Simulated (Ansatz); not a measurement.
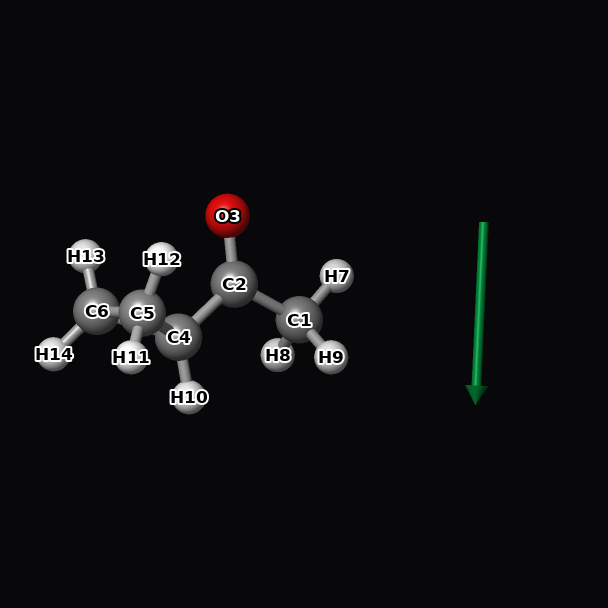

The arrow beside the molecule shows the direction of the dipole moment, from the negative to the positive end (its length means nothing). The geometry was computed by an optimisation with PBE0-D4/def2-TZVP. Properties computed with RKS B3LYP-D4/def2-TZVPP (Ansatz 0.2.0).

Estimate the dipole moment.

2.91 D; it points from the side of O3 to the side of H10 (the outermost atoms at the two ends).
